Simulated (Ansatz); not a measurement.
# BeHg (hypothetical, Pm-3m): phonons against volume

Aim: how the vibrations of BeHg (hypothetical) shift with volume, and the expansion that follows. The crystal structure is hypothetical: it was made by swapping elements on a known structure type.

Method: DFT PBEsol, scalar-relativistic, plane waves, PAW, in Ansatz 0.2.0.

## 1. Starting point

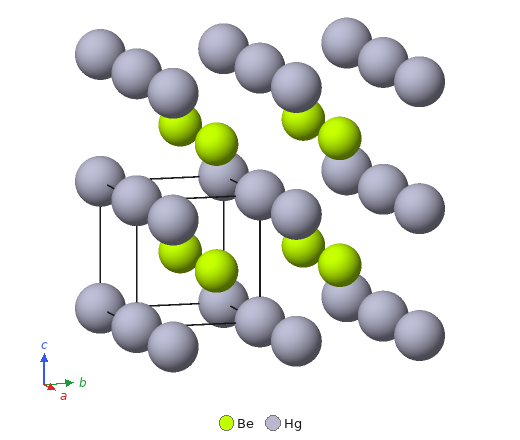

The starting structure, seen slightly off an axis (beryllium green, mercury light grey). 2×2×2 cells are drawn. Some periodic images of atoms are drawn too.

As a file:

```cif
data_structure
_symmetry_space_group_name_H-M 'Pm-3m'
_symmetry_Int_Tables_number 221
_cell_length_a 2.9375
_cell_length_b 2.9375
_cell_length_c 2.9375
_cell_angle_alpha 90.000
_cell_angle_beta 90.000
_cell_angle_gamma 90.000
_cell_volume 25.35
loop_
_atom_site_label
_atom_site_type_symbol
_atom_site_symmetry_multiplicity
_atom_site_Wyckoff_symbol
_atom_site_fract_x
_atom_site_fract_y
_atom_site_fract_z
_atom_site_occupancy
Be1 Be 1 b 0.50000 0.50000 0.50000 1
Hg1 Hg 1 a 0.00000 0.00000 0.00000 1
```

## 2. Probe on a coarse mesh

Before spending time, one coarse run tells the gap and the pressure of the starting cell.

input.yaml

```yaml
crystal:
  lattice:
    - [2.93753, 0.0, 0.0]
    - [0.0, 2.93753, 0.0]
    - [0.0, 0.0, 2.93753]
  atoms:
    - { symbol: Be, position: [0.5, 0.5, 0.5] }
    - { symbol: Hg, position: [0.0, 0.0, 0.0] }
kpoints:
  mp_grid: { grid: [6, 6, 6] }
hamiltonian:
  xc: pbesol
scf:
  occupations: { method: gaussian, width: 0.1 }
output:
  forces: true
  stress: true
  eigenvalues: true
```

Run with:

```
$ ansatz run input.yaml --threads 4 --pin off --max-ram 8192MiB --backend cpu --events-out ev --progress --plain --runs-dir out
```

Numbers of over 12 decimals in the logs are rounded to 6 here.

The program printed:

```text
Engine: ansatz 0.2.0, aarch64-unknown-linux-gnu
Pseudopotentials: kind: paw
Pseudopotential: Be, paw, valence charge 2, recommended cutoff 420 eV (normal), Be.paw.azcp
Pseudopotential: Hg, paw, valence charge 20, recommended cutoff 420 eV (normal), Hg.paw.azcp
Functional definition: PBEsol
  exchange = pbesol_x
  correlation = pbesol_c
Crystal: 2 atoms, lattice volume = 25.348 Å³
Basis set: ecut = 420 eV, 485 PW (Γ), exchange–correlation on 40×40×40 points (8 copies of the dense FFT grid, shifted against one another)
Bands: 15, of which v1, the nominal top of the filled ones, is band 11 counted from 1 (10 counted from 0)
Symmetry: 48 space group operations
Space group: Pm-3m (ITA 221), of the structure as read, at distance tolerance 2.9e-5 Å
k-points: 20 of 216
Non-local potential: Be, projectors of the file, l = 0: 2, l = 1: 2, l = 2: 1
Non-local potential: Hg, projectors of the file, l = 0: 3, l = 1: 2, l = 2: 2, l = 3: 1
PAW form: soft (Blöchl's): semilocal exchange-correlation on the pseudo side does not see the compensation charge
PAW frozen core: Be, regenerated for the run's functional, and the local potential with it (the file was generated under x = pbe(κ = 0.804, μ = 0.219515), c = pbe(β = 0.066725))
PAW frozen core: Hg, regenerated for the run's functional, and the local potential with it (the file was generated under x = pbe(κ = 0.804, μ = 0.219515), c = pbe(β = 0.066725))
PAW one-centre angular grid: Be, 110 points (default); XC on 64 Gauss nodes
PAW one-centre angular grid: Hg, 590 points (default); XC on 64 Gauss nodes
Initial density: superposition of atomic densities (neutral atoms: chi_scale 0, normalization atom), corrected by the library's trained network
Initial wavefunctions: pseudopotential atomic-orbital guess
Functional: x = pbesol(κ = 0.804, μ = 0.123457), c = pbesol(β = 0.046)
SCF iter   1: F=—  HF=-13757.215656 eV  |F-HF|=—  |Δ(HF+E_count)|=         —  Δρ=4.13e-3  dr2=3.67e-3  ethr=1.77e-3  ⟨swp⟩=5.2  Hψ=1495  notcnv=0
preconditioner: auto → none  [metal: Δε(μ)=0.064 eV  Ē_g=13.549 eV  σ=0.100 eV  W_gap=0.34  n_scr=6 (ndim 8)  ℏωp=27.6 eV  f_vac=0.000  D(μ)=1.47/eV (n_scr^D=18)  sad-step TF]
SCF iter   2: F=—  HF=-13757.215138 eV  |F-HF|=—  |Δ(HF+E_count)|=   5.18e-4  Δρ=2.22e-3  dr2=1.07e-3  ethr=1.67e-5  ⟨swp⟩=1.9  Hψ=536  notcnv=0
SCF iter   3: F=—  HF=-13757.214739 eV  |F-HF|=—  |Δ(HF+E_count)|=   3.99e-4  Δρ=4.14e-4  dr2=5.23e-5  ethr=4.84e-6  ⟨swp⟩=2.7  Hψ=428  notcnv=0
SCF iter   4: F=—  HF=-13757.214741 eV  |F-HF|=—  |Δ(HF+E_count)|=   1.71e-6  Δρ=1.80e-4  dr2=8.71e-6  ethr=2.38e-7  ⟨swp⟩=2.0  Hψ=431  notcnv=0
SCF iter   5: F=—  HF=-13757.214740 eV  |F-HF|=—  |Δ(HF+E_count)|=   1.13e-6  Δρ=5.55e-5  dr2=7.02e-7  ethr=3.96e-8  ⟨swp⟩=2.5  Hψ=466  notcnv=0
SCF iter   6: F=-13757.214740 eV  HF=-13757.214740 eV  |F-HF|=3.04e-9  |Δ(HF+E_count)|=   1.16e-7  Δρ=5.57e-6  dr2=5.23e-9  ethr=4.55e-10  ⟨swp⟩=5.1  Hψ=1215  notcnv=0
SCF 1 converged in 6 iterations: F = -13757.214740 eV  dr2 = 5.23e-9
  greatest PAW one-centre occupation: 1.000 electrons in one spin orbital (limit 2), on the Hg atom at site 1 (counted from 0), in its partial waves of l = 0
SCF converged after 6 iterations
Free energy (F): -13757.214740 eV
Harris-Foulkes:  -13757.214740 eV  (|F-HF|=3.04e-9)
Internal energy: -13757.207431 eV  (E = F + TS)
E sigma→0 (E₀):  -13757.211085 eV
Entropy (-TS):   -0.007309 eV (-3.654 meV/atom)
Fermi energy:    19.263137 eV
--- Per-component energies (eV) ---
  E_band       = -326.593220
  E_kinetic    = 628.109531
  E_local      = -2493.536038  (includes V_loc(G=0)·N_el)
  E_nonlocal   = 76.723340
  E_hartree    = 1095.003926
  E_xc         = -241.647398
  E_vxc        = -286.709051  (∫ρ·V_xc dr)
  E_paw        = -9855.479016  (= ΣΔE_a)
  E_vpaw       = -441.185353  (= ΣTr[D̂ρ^β])
  E_aug_tail   = 0.000881  (compensation charges beyond the density's cutoff)
  E_ewald      = -2966.720839
  E_core_change = 0.338183  (= ΣΔE_core)
  E_smearing   = -0.007309  (= −TS)
  E_closure    = 0.000000  (closes the sum)
  Σ components = -13757.214740   (vs F -13757.214740, Δ=0.00e0)
--- Forces (eV/Å), atoms counted from 1 ---
  atom   1  Be     0.00000000     0.00000000     0.00000000
  atom   2  Hg    -0.00000000     0.00000000    -0.00000000
  max |Σ_I F_I| component: 1.23e-31 eV/Å
--- Stress (GPa, compression-positive) ---
       21.540288      -0.000000       0.000000
       -0.000000      21.540288      -0.000000
        0.000000       0.000000      21.540288
  P = ⅓ Tr σ = 21.5403 GPa (215.403 kbar)
--- Band table (eV; the first three rows and the last of 20) ---
  k-point 0: bands = [... 7 lower, 10.7060, 10.7060, 10.7060, 21.1260, 21.1260, 21.1260, 28.3485, 29.4845]
  k-point 1: bands = [... 7 lower, 10.4218, 10.4218, 10.7300, 19.0251, 21.9277, 21.9277, 28.5114, 28.8657]
  k-point 2: bands = [... 7 lower, 9.9169, 9.9169, 10.7783, 15.5883, 23.9474, 23.9474, 27.7572, 28.5551]
  k-point 19: bands = [... 7 lower, 11.6312, 11.6312, 20.1336, 20.1336, 20.1336, 20.6598, 21.6402, 21.8782]
```

Elapsed: 0.94 s, on 4 threads of Arm Neoverse V1, shared host; peak memory 0.26 GiB.

Reading the cycles: dr2 is the Hartree energy of the density residual (eV), the measure of convergence; HF is the Harris–Foulkes estimate of the energy, which meets the free energy F at convergence.

This step gave:

```
pressure          : 21.54 GPa
volume per atom   : 12.67 Å³
gap on the k-mesh : 0 eV
```

The start is under 22 GPa at this level and looks like a metal on this mesh.

## 3. A loose first relaxation

The start is far from rest, so a relaxation with loose thresholds first brings it near the minimum.

input.yaml: that of step 2 with these lines changed.

```diff
@@ -18 +18,6 @@
   eigenvalues: true
+relax:
+  adjacent_minimum: "off"
+  f_tol: 0.05
+  max_steps: 80
+  cell: { stress_tol: 0.5 }
```

The program printed:

```text
[...]
Crystal: 2 atoms, lattice volume = 25.348 Å³
Basis set: ecut = 420 eV, 485 PW (Γ), exchange–correlation on 40×40×40 points (8 copies of the dense FFT grid, shifted against one another)
Bands: 15, of which v1, the nominal top of the filled ones, is band 11 counted from 1 (10 counted from 0)
Symmetry: 48 space group operations
[...]
k-points: 20 of 216
[...]
SCF iter   1: F=—  HF=-13757.215656 eV  |F-HF|=—  |Δ(HF+E_count)|=         —  Δρ=4.13e-3  dr2=3.67e-3  ethr=1.77e-3  ⟨swp⟩=5.2  Hψ=1495  notcnv=0
[...]
SCF iter   6: F=-13757.214740 eV  HF=-13757.214740 eV  |F-HF|=3.04e-9  |Δ(HF+E_count)|=   1.16e-7  Δρ=5.57e-6  dr2=5.23e-9  ethr=4.55e-10  ⟨swp⟩=5.1  Hψ=1215  notcnv=0
SCF 1 converged in 6 iterations: F = -13757.214740 eV  dr2 = 5.23e-9
[...]
relax step   1: F+E_penalty+E_count = -13757.21473974 eV  Δ(F+E_penalty+E_count) = +0.000e0 eV  max|allowed force component| = 8.710e-31 eV/Å  Δτ_max = 0.0000 Å  P = +21.540 GPa  Ω = 25.348 Å³  (6 SCF iters, dr2 threshold 1.00e-7 eV, accepted)
Crystal: 2 atoms, lattice volume = 29.239 Å³
Basis set: ecut = 420 eV, 587 PW (Γ), exchange–correlation on 40×40×40 points (8 copies of the dense FFT grid, shifted against one another)
[...]
iter 1 solved again at ethr=7.12e-4 eV; its pass at ethr=3.10e-3 eV (dr2=1.57e-1 eV) is discarded
[...]
SCF iter   6: F=-13757.466131 eV  HF=-13757.466131 eV  |F-HF|=4.73e-11  |Δ(HF+E_count)|=   1.41e-7  Δρ=1.13e-6  dr2=2.19e-10  ethr=9.09e-10  ⟨swp⟩=5.2  Hψ=1366  notcnv=0
SCF 2 converged in 6 iterations: F = -13757.466131 eV  dr2 = 2.19e-10
relax step   2: F+E_penalty+E_count = -13757.46613082 eV  Δ(F+E_penalty+E_count) = -2.514e-1 eV  max|allowed force component| = 2.301e-31 eV/Å  Δτ_max = 0.0000 Å  P = +1.705 GPa  Ω = 29.239 Å³  energy of the carried Pulay correction = -1.180e-3 eV  (6 SCF iters, dr2 threshold 2.00e-7 eV, accepted)
Crystal: 2 atoms, lattice volume = 29.629 Å³
[...]
SCF iter   4: F=-13757.468595 eV  HF=-13757.468595 eV  |F-HF|=4.22e-9  |Δ(HF+E_count)|=   2.83e-6  Δρ=2.68e-5  dr2=7.22e-8  ethr=9.09e-10  ⟨swp⟩=3.1  Hψ=1259  notcnv=0
SCF 3 converged in 4 iterations: F = -13757.468595 eV  dr2 = 7.22e-8
relax step   3: F+E_penalty+E_count = -13757.46859465 eV  Δ(F+E_penalty+E_count) = -2.464e-3 eV  max|allowed force component| = 2.619e-32 eV/Å  Δτ_max = 0.0000 Å  P = +0.419 GPa  Ω = 29.629 Å³  energy of the carried Pulay correction = -1.289e-3 eV  (4 SCF iters, dr2 threshold 2.00e-7 eV, accepted)
Basis set: ecut = 420 eV, 587 PW (Γ), exchange–correlation on 48×48×48 points (8 copies of the dense FFT grid, shifted against one another)
[...]
SCF iter   4: F=-13757.470114 eV  HF=-13757.470114 eV  |F-HF|=1.66e-9  |Δ(HF+E_count)|=   7.03e-8  Δρ=5.73e-6  dr2=9.01e-10  ethr=9.09e-12  ⟨swp⟩=3.2  Hψ=1296  notcnv=0
SCF 4 converged in 4 iterations: F = -13757.470114 eV  dr2 = 9.01e-10
relax step   4: F+E_penalty+E_count = -13757.47011356 eV  Δ(F+E_penalty+E_count) = -1.519e-3 eV  max|allowed force component| = 9.039e-32 eV/Å  Δτ_max = 0.0000 Å  P = +0.469 GPa  Ω = 29.629 Å³  stress off target by 4.69e-1 GPa  SCF on the basis re-selected at this cell (its energy is not comparable with the rows above)  (4 SCF iters)
basis re-selected at this cell: Δ(F+E_penalty+E_count) = -1.519e-3 eV, ΔP = +0.050 GPa vs the last step (what re-selecting the basis moved, of the pressure what is left beyond the Pulay correction that the steps carried, after the strain that the cell walked since its last selection, with what the two solves' SCF thresholds leave and, on support functions, any second-order correction that the steps lacked; it is no measure of the basis error at this ecutwfc). The dense FFT grid was sized anew with the basis: this SCF ran on 24×24×24 points, the steps before it on 20×20×20, so part of this shift can come from that change (see relax.cell in the input reference). [rest of the remark cut]
SCF converged after 4 iterations
Free energy (F): -13757.470114 eV
[...]
Internal energy: -13757.463038 eV  (E = F + TS)
E sigma→0 (E₀):  -13757.466576 eV
Entropy (-TS):   -0.007076 eV (-3.538 meV/atom)
Fermi energy:    15.717194 eV
[...]
--- Stress (GPa, compression-positive) ---
        0.468526       0.000000      -0.000000
        0.000000       0.468526      -0.000000
       -0.000000      -0.000000       0.468526
  P = ⅓ Tr σ = 0.4685 GPa (4.685 kbar)
--- Band table (eV; the first three rows and the last of 20) ---
  k-point 0: bands = [... 7 lower, 7.8705, 7.8705, 7.8705, 17.8561, 17.8561, 17.8561, 23.0996, 25.3146]
  k-point 1: bands = [... 7 lower, 7.6686, 7.6686, 7.8877, 15.7685, 18.5192, 18.5192, 23.5120, 24.9905]
  k-point 2: bands = [... 7 lower, 7.3017, 7.3260, 7.9225, 12.4818, 20.2210, 20.2210, 23.8064, 24.3423]
  k-point 19: bands = [... 7 lower, 8.5687, 8.5687, 16.9497, 16.9497, 16.9497, 16.9734, 17.1515, 18.0840]
--- Relaxed structure (3 steps of the walk, 3 accepted, 1 SCFs on fresh bases) ---
  F+E_penalty+E_count = -13757.47011356 eV   max|allowed force component| = 9.039e-32 eV/Å   (the final SCF, on the basis selected at the relaxed cell)
  cell:  # Å, volume = 29.6295 Å³
    - [3.094386, 0, 0.0]
    - [0, 3.094386, 0]
    - [0.0, 0, 3.094386]
  atoms:
    - { symbol: Be, position: [0.5, 0.5, 0.5] }
    - { symbol: Hg, position: [0, 0, 0] }
```

Wall time 1.2 s (4 threads); peak memory 0.29 GiB; 3.3 s of CPU time.

The steps of the relaxation:

```csv
step,energy less that of the first step (eV),largest force component (eV/Å),pressure (GPa),volume (Å³)
1,0.0000,0.0000,21.54,25.35
2,-0.2514,0.0000,1.70,29.24
3,-0.2539,0.0000,0.42,29.63
4*,-0.2554,0.0000,0.47,29.63
```

Relaxation steps marked * repeat the geometry before them on a plane-wave basis chosen anew for their cell, so energy and pressure can jump there.

Forces are held to the 48 operations that the run works with; a distortion that breaks them can't arise in this run.

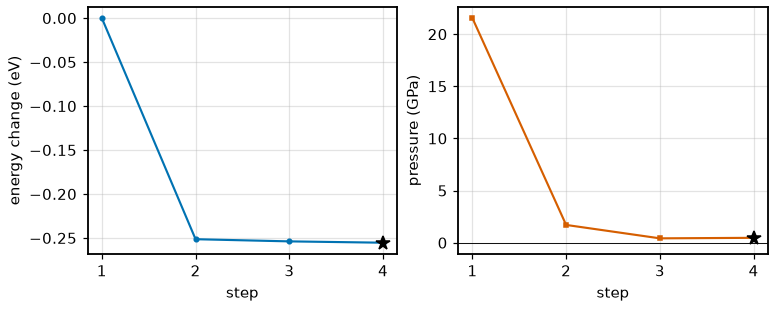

Energy and pressure along the relaxation. Stars mark steps on a basis chosen anew.

```csv
"conventional cell, symmetrised",before,after,change
a (Å),2.938,3.094,+5.3 %
b (Å),2.938,3.094,+5.3 %
c (Å),2.938,3.094,+5.3 %
volume (Å³/atom),12.67,14.81,+16.9 %
```

The relaxed structure:

```xyz
2
Lattice="3.0944 0.0000 0.0000 0.0000 3.0944 0.0000 0.0000 0.0000 3.0944" Properties=species:S:1:pos:R:3 pbc="T T T"
Be    1.5472    1.5472    1.5472
Hg    0.0000    0.0000    0.0000
```

This step gave:

* pressure: 0.4685 GPa
* volume per atom: 14.81 Å³

The relaxation ends with a pressure of 0.47 GPa.

## 4. Relaxation

Phonons are second derivatives about a minimum, so cell and atoms are relaxed first, inside the symmetry of the start.

input.yaml, the sections that differ from step 3:

```yaml
crystal:
  lattice:
    - [3.0943864778, 0.0, 0.0]
    - [0.0, 3.0943864778, 0.0]
    - [0.0, 0.0, 3.0943864778]
  atoms:
    - { symbol: Be, position: [0.5, 0.5, 0.5] }
    - { symbol: Hg, position: [0.0, 0.0, 0.0] }
kpoints:
  mp_grid: { grid: [14, 14, 14] }
relax:
  adjacent_minimum: "off"
  f_tol: 0.005
  max_steps: 80
  cell: { stress_tol: 0.05 }
# hamiltonian, scf, output: as in step 3
```

The program printed:

```text
[...]
Crystal: 2 atoms, lattice volume = 29.629 Å³
Basis set: ecut = 420 eV, 587 PW (Γ), exchange–correlation on 48×48×48 points (8 copies of the dense FFT grid, shifted against one another)
Bands: 15, of which v1, the nominal top of the filled ones, is band 11 counted from 1 (10 counted from 0)
Symmetry: 48 space group operations
[...]
k-points: 120 of 2744
[...]
k-point 119: bands = [... 7 lower, 8.7590, 8.7590, 17.1723, 17.1723, 17.1723, 17.2578, 17.4569, 18.3599]
--- Relaxed structure (3 steps of the walk, 3 accepted, 1 SCFs on fresh bases) ---
[...]
cell:  # Å, volume = 29.2719 Å³
    - [3.081889, 0, 0]
    - [0, 3.081889, 0]
    - [0, 0, 3.081889]
  atoms:
    - { symbol: Be, position: [0.500000, 0.500000, 0.500000] }
    - { symbol: Hg, position: [0, 0, 0] }
[key lines of the parts left out:]
SCF converged after 5 iterations
Free energy (F): -13757.470946 eV
Fermi energy:    15.638466 eV
P = ⅓ Tr σ = -0.0290 GPa (-0.290 kbar)
```

Wall time 3.9 s (4 threads); peak memory 0.36 GiB.

Step by step:

```csv
step,energy less that of the first step (eV),largest force component (eV/Å),pressure (GPa),volume (Å³)
1,0.0000,0.0000,-1.17,29.63
2,-0.0005,0.0000,1.10,28.94
3,-0.0014,0.0000,-0.03,29.27
4*,-0.0014,0.0000,-0.03,29.27
```

Relaxation steps marked * repeat the geometry before them on a plane-wave basis chosen anew for their cell, so energy and pressure can jump there.

The run keeps the 48 symmetry operations that it works with, so distortions that break them were not tested.

```csv
"conventional cell, symmetrised",before,after,change
a (Å),3.094,3.082,-0.4 %
b (Å),3.094,3.082,-0.4 %
c (Å),3.094,3.082,-0.4 %
volume (Å³/atom),14.81,14.64,-1.2 %
```

The relaxed structure:

```
Be Hg
1.0
     3.08189    0.00000    0.00000
     0.00000    3.08189    0.00000
     0.00000    0.00000    3.08189
Be Hg
1 1
Direct
  0.50000 0.50000 0.50000
  0.00000 0.00000 0.00000
```

This step gave:

| Item | Value |
| --- | --- |
| pressure | -0.02898 GPa |
| volume per atom | 14.64 Å³ |

The relaxation ends with a pressure of -0.03 GPa.

## 5. Relaxing to small residual forces and stress

The relaxation is repeated with tighter thresholds on force and stress, since phonons are sensitive to what is left; a change of mesh or smearing in the input moves the cell too.

input.yaml

```yaml
crystal:
  lattice:
    - [3.0818890434, 0.0, 0.0]
    - [0.0, 3.0818890434, 0.0]
    - [0.0, 0.0, 3.0818890434]
  atoms:
    - { symbol: Be, position: [0.5, 0.5, 0.5] }
    - { symbol: Hg, position: [0.0, 0.0, 0.0] }
kpoints:
  mp_grid: { grid: [16, 16, 16] }
hamiltonian:
  xc: pbesol
scf:
  occupations: { method: methfessel_paxton, width: 0.15 }
output:
  forces: true
  stress: true
  eigenvalues: true
relax:
  adjacent_minimum: "off"
  f_tol: 0.001
  max_steps: 60
  cell: { stress_tol: 0.01 }
```

The program printed:

```text
[...]
Crystal: 2 atoms, lattice volume = 29.272 Å³
Basis set: ecut = 420 eV, 587 PW (Γ), exchange–correlation on 48×48×48 points (8 copies of the dense FFT grid, shifted against one another)
Bands: 15, of which v1, the nominal top of the filled ones, is band 11 counted from 1 (10 counted from 0)
Symmetry: 48 space group operations
[...]
k-points: 165 of 4096
[...]
k-point 164: bands = [... 7 lower, 8.7098, 8.7098, 17.1076, 17.1076, 17.1076, 17.1626, 17.3694, 18.2713]
--- Relaxed structure (3 steps of the walk, 3 accepted, 1 SCFs on fresh bases) ---
[...]
cell:  # Å, volume = 29.3806 Å³
    - [3.085697, 0, 0]
    - [0, 3.085697, 0.0]
    - [0, 0.0, 3.085697]
  atoms:
    - { symbol: Be, position: [0.5, 0.5, 0.5] }
    - { symbol: Hg, position: [0, 0, 0] }
[key lines of the parts left out:]
SCF converged after 5 iterations
Free energy (F): -13757.473946 eV
Fermi energy:    15.564283 eV
P = ⅓ Tr σ = -0.0025 GPa (-0.025 kbar)
```

It took 5.7 s on 4 threads; peak memory 0.38 GiB; 19 s of CPU time.

The steps of the relaxation:

```csv
step,energy less that of the first step (eV),largest force component (eV/Å),pressure (GPa),volume (Å³)
1,0.0000,0.0000,0.37,29.27
2,0.0000,0.0000,-0.34,29.48
3,-0.0001,0.0000,0.00,29.38
4*,-0.0001,0.0000,0.00,29.38
```

Relaxation steps marked * repeat the geometry before them on a plane-wave basis chosen anew for their cell, so energy and pressure can jump there.

Forces are held to the 48 operations that the run works with; a distortion that breaks them can't arise in this run.

```csv
"conventional cell, symmetrised",before,after,change
a (Å),3.082,3.086,+0.1 %
b (Å),3.082,3.086,+0.1 %
c (Å),3.082,3.086,+0.1 %
volume (Å³/atom),14.64,14.69,+0.4 %
```

Final coordinates:

```xyz
2
Lattice="3.0857 0.0000 0.0000 0.0000 3.0857 0.0000 0.0000 0.0000 3.0857" Properties=species:S:1:pos:R:3 pbc="T T T"
Be    1.5428    1.5428    1.5428
Hg    0.0000    0.0000    0.0000
```

This step gave:

```
pressure        : -0.002528 GPa
volume per atom : 14.69 Å³
```

The residual pressure is -0.0025 GPa, small enough for phonons.

(Part 1 of 3 ends here.)

[Logs are printed without paths, hosts, clocks, repeated set-up lines and the standing remarks that a program may print on its own settings, such as how far it seeks lower states.]

[Hosts, paths, dates, database ids (printed as entryN), source tags and the programs' standing remarks are cut or masked in the printed files.]

[A step with changed settings may run another functional than the one named; its input shows which.]

[Of the runs on displaced cells, only some may be shown.]
